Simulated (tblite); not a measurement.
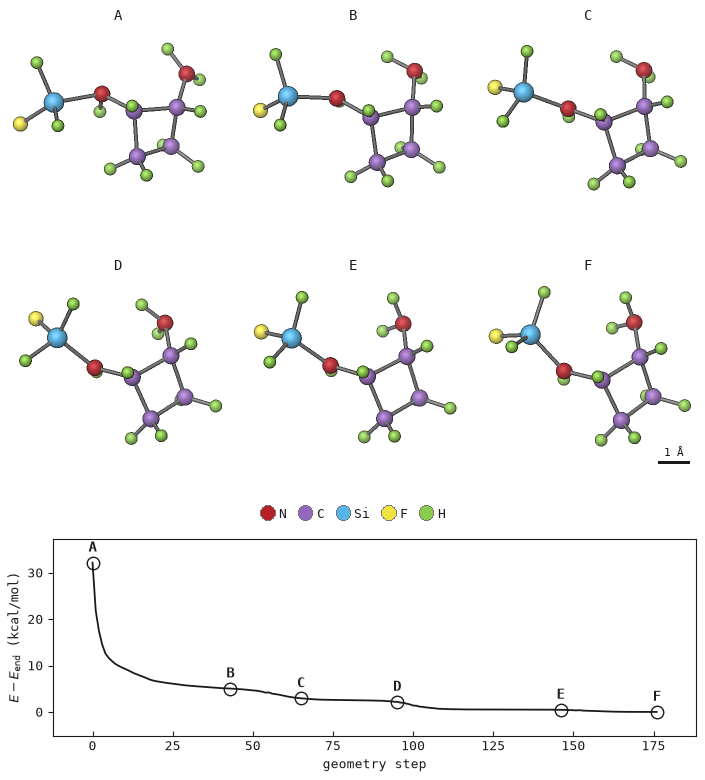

Frames of a relaxation of C4H11FN2Si, marked on the history of the run. Style: ball-and-stick. Shown at a tilt.

All numbers below come from GFN2-xTB geometry optimisation, gas phase in tblite. 

> What happens along the run?

The largest move after the best rigid fit is that of an H atom, 1.90 Å. By element the largest moves are H 1.90 Å, F 1.27 Å, N 0.96 Å, C 0.66 Å, Si 0.63 Å. Among the contacts that change: N–Si 1.815 → 1.708 Å, F–Si 1.691 → 1.609 Å, C–C 1.498 → 1.572 Å, H–N 1.062 → 1.010 Å. Bond angles that change, for instance: C–N–Si 108.9° → 125.3°, Si–N–H 104.3° → 118.1°, N–Si–H 108.3° → 117.6°. The energy falls by 32.2 kcal/mol in 176 geometry steps. Cost: 2.2 s on 1 thread of Arm Neoverse N1, with other jobs on the host. From step 0 to 43: an H atom moves most (0.57 Å), energy −27.1 kcal/mol. From step 43 to 65: the F atom moves most (0.75 Å), energy −2.11 kcal/mol. From step 65 to 95: an H atom moves most (0.75 Å), energy −0.76 kcal/mol. From step 95 to 146: an H atom moves most (0.61 Å), energy −1.72 kcal/mol. From step 146 to 176: an H atom moves most (0.62 Å), energy −0.46 kcal/mol.
